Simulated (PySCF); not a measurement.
# C4H3NO: the cost of one run

Programs: PySCF 2.14.0, with density-fitted response routines of our own. Each step states its level of theory. These are calculated values for one molecule in the gas phase, unless marked as measured. Atoms are numbered from 0 throughout.

## Step 1: The molecule as given

9 atoms, charge 0, multiplicity 1; geometry from: GFN2-xTB. The atoms were then displaced at random by about 0.01 Å, so the start is not that level's minimum.

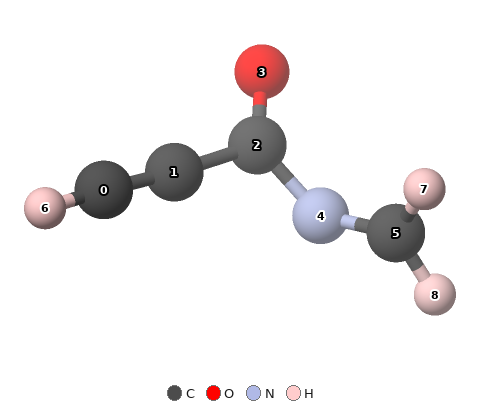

As it starts; carbon dark grey, oxygen red, nitrogen light blue, hydrogen pink, atoms numbered.

## Step 2: Optimising the geometry at PBE0-D3(BJ)/def2-SVP

Job settings and geometry (Å):

```
{"job": {"xc": "PBE0", "basis": "def2-SVP", "d3": "d3bj", "grid": 1, "shake": 0.01, "kind": "geom"}, "charge": 0, "multiplicity": 1}
C      1.836720    -1.289790    -1.417700
C      0.868090    -1.017100    -0.725650
C     -0.242270    -0.720950     0.168600
O     -0.443680    -1.360100     1.163250
N     -1.012910     0.263940    -0.342850
C     -1.152790     1.494730    -0.125520
H      2.645380    -1.489410    -2.040350
H     -0.531990     2.069110     0.578700
H     -1.908750     2.032410    -0.661100
```

Run with:

```
OMP_NUM_THREADS=1 python probes_run.py task.json out
```

This one command runs all jobs of the session in turn.

Q: Estimate the wall time and peak memory of this first job on 1 thread of Arm Neoverse N1, shared host.

About 54 s, with a peak of 0.4 GiB.
